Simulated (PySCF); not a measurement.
C2H4I, SMILES C[CH]I, doublet at its PBE0/def2-SVP optimised geometry (Å):

```
7

C     -1.0641    -0.2101     0.0000
C      0.4154    -0.2101     0.0000
I      1.4850     1.0208    -1.2754
H     -1.4850    -0.7272    -0.8848
H     -1.4380    -0.7353     0.8936
H     -1.4785     0.8107     0.0000
H      1.0066    -1.0208     0.4315
```

Calculation: unrestricted PBE0/def2-TZVP, def2 effective core potentials past Kr (PySCF). The core electrons that the potentials of I replace are not part of the density.

Map of the deformation density (molecule minus spherical neutral atoms) (e/bohr³) on the plane z = 0.6 Å:

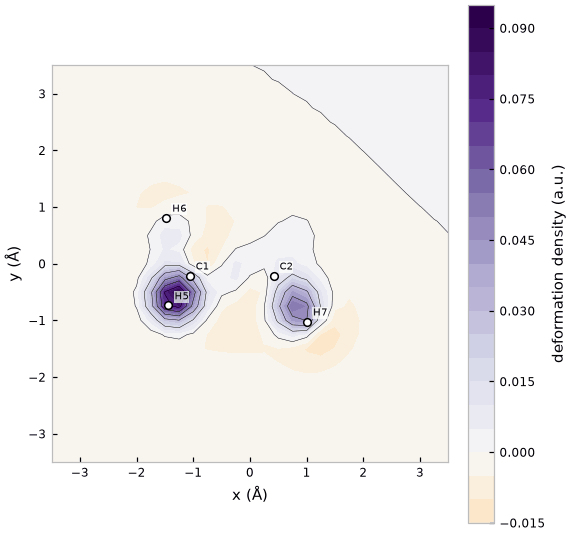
Figure. Deformation density (molecule minus spherical neutral atoms) (e/bohr³) on the plane z = 0.6 Å.
